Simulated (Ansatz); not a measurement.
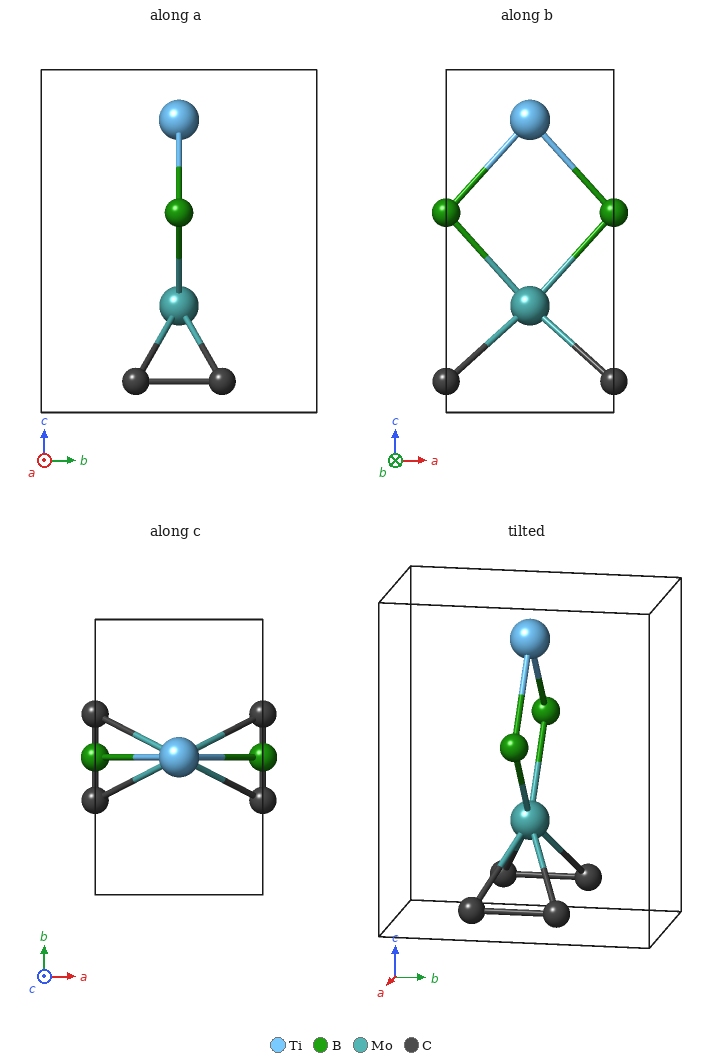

Ball-and-stick representation of a periodic structure, projected along the a axis, along the b axis, along the c axis and slightly off an axis. The conventional unit cell is drawn as a box.

Lattice parameters: a = 2.937 Å, b = 4.821 Å, c = 5.998 Å, α = 90.00°, β = 90.00°, γ = 90.00°. Put a along x and b in the xy plane.

**Put the structure into a POSCAR file, with free fractional coordinates to two decimals.**

```
Ti B Mo C
1.0
     2.937    0.000    0.000
     0.000    4.821    0.000
     0.000    0.000    5.998
Ti B Mo C
1 1 1 2
Direct
  0.50 0.50 0.85
  0.00 0.50 0.5833
  0.50 0.50 0.31
  0.00 0.34 0.09
  0.00 0.66 0.09
```

Origin of the cell: a random cell made by a generator, so it need not be a real form of the compound. The picture shows the end point of a geometry optimisation with DFT PBE, scalar-relativistic, plane waves, PAW in Ansatz.
